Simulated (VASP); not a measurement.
Band structure of Re (space group P6_3/mmc). Computed with PBE GGA, VASP's PBE PAW potentials (set 64) (plane waves; VASP).

Unless said otherwise, spin-orbit coupling is left out, though it shifts the bands of the heavy elements here.

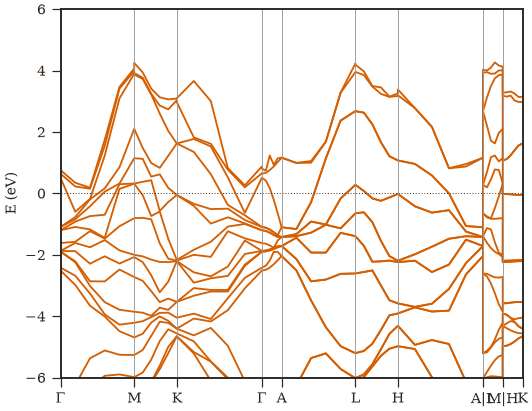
Figure. Bands along high-symmetry lines, zero at the valence-band maximum or, without a gap, the Fermi level

Question: Read the plot: is there a gap, and where are the band edges?

Answer: It has no gap at this level: it comes out as a metal or semimetal.

The structure comes from a computed database's Re entry; how it stands against other phases isn't given here. The cell was not relaxed at this level. VASP warned that the highest band is occupied, so more bands are needed.
